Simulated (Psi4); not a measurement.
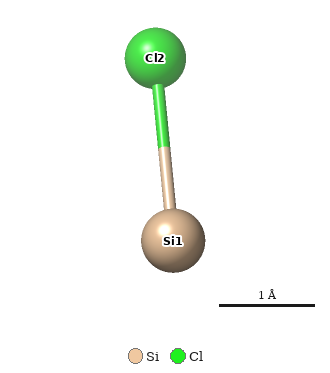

Figure 1. The input geometry (ball-and-stick view, seen at an oblique angle; atoms are numbered from 1 in the order of the input). Bond lengths as drawn: Cl–Si 2.07 Å.

# Energy and gradient calculation, with input and output: SiCl

SiCl, multiplicity 4, computed with HF/3-21G, UHF (Psi4 1.11).

The geometry is that of the parent species in another charge or spin state. The geometry comes from this level: PBE0-D4/def2-TZVP.

**Input (job.dat)**
```
memory 2.2 GB

molecule molecule1 {
  0 4
  Si     0.881810    -0.293660     0.452120
  Cl    -0.881810     0.293660    -0.452120
  symmetry c1
}

set reference uhf
set puream true
set e_convergence 1e-09
set d_convergence 1e-08
set scf_type pk
set maxiter 100

result, w = gradient("hf/3-21G", return_wfn=True)
oeprop(w, "QUADRUPOLE", "MULLIKEN_CHARGES", "LOWDIN_CHARGES", title="HF")
print_variables()
```

Run on 1 thread of Intel Xeon @ 2.70GHz, 189 GiB of memory available, shared host.

Launched with:
```bash
psi4 job.dat job.out -n 1
```

**Log**
```
Psi4 1.11 release

gradient() will perform analytic gradient computation.

   => Loading Basis Set <=

    Name: 3-21G
    Role: ORBITAL
    Keyword: BASIS

         ---------------------------------------------------------
                                   SCF
                              UHF Reference
                        1 Threads,   2098 MiB Core
         ---------------------------------------------------------

  ==> Geometry <==

    Molecular point group: c1
    Full point group: C_inf_v

    Geometry (in Angstrom), charge = 0, multiplicity = 4:

       Center              X                  Y                   Z               Mass
    ------------   -----------------  -----------------  -----------------  -----------------
         SI           0.000000000000     0.000000000000     1.148361670165    27.976926534650
         CL          -0.000000000000    -0.000000000000    -0.918749905053    34.968852682000

  Running in c1 symmetry.

  Rotational constants: A = ************  B =      0.25384  C =      0.25384 [cm^-1]
  Rotational constants: A = ************  B =   7609.82360  C =   7609.82360 [MHz]
  Nuclear repulsion =   60.927613994992669

  Charge       = 0
  Multiplicity = 4
  Electrons    = 31
  Nalpha       = 17
  Nbeta        = 14

  ==> Algorithm <==

  SCF Algorithm Type is PK.
  DIIS enabled.
  MOM disabled.
  Fractional occupation disabled.
  Guess Type is SAD.
  Energy threshold   = 1.00e-09
  Density threshold  = 1.00e-08
  Integral threshold = 1.00e-12

  ==> Primary Basis <==

  Basis Set: 3-21G
    Blend: 3-21G
    Number of shells: 14
    Number of basis functions: 26
    Number of Cartesian functions: 26
    Spherical Harmonics?: true
    Max angular momentum: 1

  ==> Integral Setup <==

  Using in-core PK algorithm.
   Calculation information:
      Number of atoms:                   2
      Number of AO shells:              14
      Number of primitives:             30
      Number of atomic orbitals:        26
      Number of basis functions:        26

      Integral cutoff                 1.00e-12
      Number of threads:                 1

  Performing in-core PK
  Using 123552 doubles for integral storage.
  We computed 5029 shell quartets total.
  Whereas there are 5565 unique shell quartets.

  ==> DiskJK: Disk-Based J/K Matrices <==

    J tasked:                  Yes
    K tasked:                  Yes
    wK tasked:                  No
    Memory [MiB]:             1573
    Schwarz Cutoff:          1E-12

  Minimum eigenvalue in the overlap matrix is 4.8058347788E-02.
  Reciprocal condition number of the overlap matrix is 1.6154768286E-02.
    Using symmetric orthogonalization.

  ==> Pre-Iterations <==

  SCF Guess: Superposition of Atomic Densities via on-the-fly atomic UHF (no occupation information).

   -------------------------
    Irrep   Nso     Nmo
   -------------------------
     A         26      26
   -------------------------
    Total      26      26
   -------------------------

  ==> Iterations <==

                        Total Energy        Delta E     RMS |[F,P]|

   @UHF iter SAD:  -744.23279427505929   -7.44233e+02   0.00000e+00
   @UHF iter   1:  -744.59761057687228   -3.64816e-01   5.15908e-03 DIIS/ADIIS
   @UHF iter   2:  -744.61686418131637   -1.92536e-02   1.60769e-03 DIIS/ADIIS
   @UHF iter   3:  -744.61872015421386   -1.85597e-03   6.09852e-04 DIIS/ADIIS
   @UHF iter   4:  -744.61905217270532   -3.32018e-04   1.30771e-04 DIIS/ADIIS
   @UHF iter   5:  -744.61908171591824   -2.95432e-05   6.32626e-05 DIIS
   @UHF iter   6:  -744.61909005264226   -8.33672e-06   3.26094e-05 DIIS
   @UHF iter   7:  -744.61909314233321   -3.08969e-06   8.79081e-06 DIIS
   @UHF iter   8:  -744.61909336655003   -2.24217e-07   3.05532e-06 DIIS
   @UHF iter   9:  -744.61909338915882   -2.26088e-08   2.54414e-07 DIIS
   @UHF iter  10:  -744.61909338928240   -1.23578e-10   4.90475e-08 DIIS
   @UHF iter  11:  -744.61909338928581   -3.41061e-12   9.00975e-09 DIIS
  Energy and wave function converged.

  ==> Post-Iterations <==

   @Spin Contamination Metric:   2.429482003E-03
   @S^2 Expected:                3.750000000E+00
   @S^2 Observed:                3.752429482E+00
   @S   Expected:                1.500000000E+00
   @S   Observed:                1.500000000E+00

    Orbital Energies [Eh]
    ---------------------

    Alpha Occupied:

       1A   -104.115657     2A    -68.365838     3A    -10.510320
       4A     -7.976631     5A     -7.969855     6A     -7.969855
       7A     -6.180849     8A     -4.279074     9A     -4.279074
      10A     -4.273153    11A     -1.127411    12A     -0.723502
      13A     -0.509763    14A     -0.509763    15A     -0.503358
      16A     -0.331027    17A     -0.331027

    Alpha Virtual:

      18A      0.082721    19A      0.370052    20A      0.438493
      21A      0.438493    22A      0.456332    23A      0.754607
      24A      0.811261    25A      0.811261    26A      0.936566

    Beta Occupied:

       1A   -104.111826     2A    -68.346514     3A    -10.506276
       4A     -7.966791     5A     -7.964706     6A     -7.964706
       7A     -6.149753     8A     -4.253842     9A     -4.240785
      10A     -4.240785    11A     -1.091224    12A     -0.552114
      13A     -0.473963    14A     -0.473963

    Beta Virtual:

      15A     -0.070369    16A      0.087402    17A      0.087402
      18A      0.170692    19A      0.445826    20A      0.526918
      21A      0.546017    22A      0.546017    23A      0.770598
      24A      0.825826    25A      0.825826    26A      0.961667

    Final Occupation by Irrep:
              A
    DOCC [    14 ]
    SOCC [     3 ]
    NA   [    17 ]
    NB   [    14 ]

  @UHF Final Energy:  -744.61909338928581

   => Energetics <=

    Nuclear Repulsion Energy =             60.9276139949926687
    One-Electron Energy =               -1152.8000101273212294
    Two-Electron Energy =                 347.2533027430426955
    Total Energy =                       -744.6190933892858084

  UHF NO Occupations:
  HONO-2 :   15  A 1.0000000
  HONO-1 :   16  A 1.0000000
  HONO-0 :   17  A 1.0000000
  LUNO+0 :   18  A 0.0005854
  LUNO+1 :   19  A 0.0003000
  LUNO+2 :   20  A 0.0003000
  LUNO+3 :   21  A 0.0000268

Computation Completed

Properties will be evaluated at   0.000000,   0.000000,   0.000000 [a0]

Properties computed using the SCF density matrix

 Multipole Moments:

 ------------------------------------------------------------------------------------
     Multipole            Electronic (a.u.)      Nuclear  (a.u.)        Total (a.u.)
 ------------------------------------------------------------------------------------

 L = 1.  Multiply by 2.5417464519 to convert [e a0] to [Debye]
 Dipole X            :         -0.0000000            0.0000000           -0.0000000
 Dipole Y            :         -0.0000000            0.0000000           -0.0000000
 Dipole Z            :          0.3064530            0.8660898            1.1725428
 Magnitude           :                                                    1.1725428

 ------------------------------------------------------------------------------------

	total time  =          1 seconds =       0.02 minutes

         ------------------------------------------------------------
                                   SCF GRAD
         ------------------------------------------------------------

  ==> Geometry <==

    Molecular point group: c1
    Full point group: C_inf_v

    Geometry (in Angstrom), charge = 0, multiplicity = 4:

       Center              X                  Y                   Z               Mass
    ------------   -----------------  -----------------  -----------------  -----------------
         SI           0.000000000000     0.000000000000     1.148361670165    27.976926534650
         CL          -0.000000000000    -0.000000000000    -0.918749905053    34.968852682000

  Nuclear repulsion =   60.927613994992669

  ==> Basis Set <==

  Basis Set: 3-21G
    Blend: 3-21G
    Number of shells: 14
    Number of basis functions: 26
    Number of Cartesian functions: 26
    Spherical Harmonics?: true
    Max angular momentum: 1

  ==> DirectJKGrad: Integral-Direct SCF Gradients <==

    Gradient:                    1
    J tasked:                  Yes
    K tasked:                  Yes
    wK tasked:                  No
    Integrals threads:           1
    Schwarz Cutoff:          1E-12

  -Total Gradient:
     Atom            X                  Y                   Z
    ------   -----------------  -----------------  -----------------
       1       -0.000000000000     0.000000000000    -0.042964254213
       2        0.000000000000    -0.000000000000     0.042964254213

	total time  =          0 seconds =       0.00 minutes

Properties will be evaluated at   0.000000,   0.000000,   0.000000 [a0]

Properties computed using the HF density matrix

 Multipole Moments:

 ------------------------------------------------------------------------------------
     Multipole            Electronic (a.u.)      Nuclear  (a.u.)        Total (a.u.)
 ------------------------------------------------------------------------------------

 L = 1.  Multiply by 2.5417464519 to convert [e a0] to [Debye]
 Dipole X            :         -0.0000000            0.0000000           -0.0000000
 Dipole Y            :         -0.0000000            0.0000000           -0.0000000
 Dipole Z            :          0.3064530            0.8660898            1.1725428
 Magnitude           :                                                    1.1725428

 L = 2.  Multiply by 1.3450342976 to convert [e a0^2] to [Debye ang]
 Quadrupole XX       :        -20.3293718            0.0000000          -20.3293718
 Quadrupole XY       :          0.0000000            0.0000000            0.0000000
 Quadrupole XZ       :          0.0000000            0.0000000            0.0000000
 Quadrupole YY       :        -20.3293718            0.0000000          -20.3293718
 Quadrupole YZ       :         -0.0000000            0.0000000            0.0000000
 Quadrupole ZZ       :       -135.1083212          117.1738040          -17.9345172
 Traceless XX        :         38.2596498          -39.0579347           -0.7982849
 Traceless YY        :         38.2596498          -39.0579347           -0.7982849
 Traceless ZZ        :        -76.5192996           78.1158693            1.5965697

 ------------------------------------------------------------------------------------
  Mulliken Charges: (a.u.)
   Center  Symbol    Alpha    Beta     Spin     Total
       1    SI     8.22585  5.37272  2.85313  0.40143
       2    CL     8.77415  8.62728  0.14687 -0.40143

   Total alpha = 17.00000, Total beta = 14.00000, Total charge = -0.00000

  Lowdin Charges: (a.u.)
   Center  Symbol    Alpha    Beta     Spin     Total
       1    SI     8.28281  5.49355  2.78926  0.22364
       2    CL     8.71719  8.50645  0.21074 -0.22364

  Total alpha = 17.00000, Total beta = 14.00000, Total charge =  0.00000

  Variable Map:
  ----------------------------------------------------------------------------
  "CURRENT ENERGY"           =>    -744.619093389286
  "CURRENT REFERENCE ENERGY" =>    -744.619093389286
  "DD SOLVATION ENERGY"      =>       0.000000000000
  "HF KINETIC ENERGY"        =>     744.288953588322
  "HF POTENTIAL ENERGY"      =>   -1488.908046977608
  "HF TOTAL ENERGY"          =>    -744.619093389286
  "HF VIRIAL RATIO"          =>       2.000443564021
  "NUCLEAR REPULSION ENERGY" =>      60.927613994993
  "ONE-ELECTRON ENERGY"      =>   -1152.800010127321
  "PCM POLARIZATION ENERGY"  =>       0.000000000000
  "PE ENERGY"                =>       0.000000000000
  "SCF ITERATION ENERGY"     =>    -744.619093389286
  "SCF ITERATIONS"           =>      11.000000000000
  "SCF TOTAL ENERGY"         =>    -744.619093389286
  "TWO-ELECTRON ENERGY"      =>     347.253302743043

  Array Variable Map:
  ----------------------------------------------------------------------------
  "CURRENT DIPOLE"           =>      -0.000000000000 ... 1.172542802102 1 by 3
  "CURRENT GRADIENT"         =>      -0.000000000000 ... 0.042964254213 2 by 3
  "HF DIPOLE"                =>      -0.000000000000 ... 1.172542802102 1 by 3
  "HF QUADRUPOLE"            =>     -20.329371798575 ... -17.934517191495 1 by 6
  "HF TOTAL GRADIENT"        =>      -0.000000000000 ... 0.042964254213 2 by 3
  "SCF DIPOLE"               =>      -0.000000000000 ... 1.172542802102 1 by 3
  "SCF TOTAL ENERGIES"       =>    -744.232794275059 ... -744.619093389286 1 by 12
  "SCF TOTAL GRADIENT"       =>      -0.000000000000 ... 0.042964254213 2 by 3

    Psi4 run time: 0:00:01.34
```

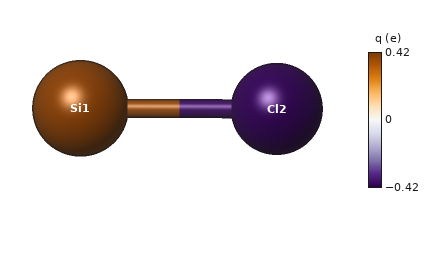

Figure 2. Mulliken charges, as the colour of each atom (ball-and-stick view, seen on its broad side; atoms are numbered from 1 in the order of the input). By element: Si +0.40 and Cl −0.40 e.

**Key numbers**

| quantity | value |
| --- | --- |
| outcome | converged |
| total energy | −744.619093 hartree |
| basis functions | 26 |
| largest force | 2.209 eV/Å |
| ⟨S²⟩ | 3.752 |
| dipole moment | 2.98 D |
| wall time | 5.7 s (CPU time 3.6 s; the host was busy) |
| peak memory | 0.18 GiB |
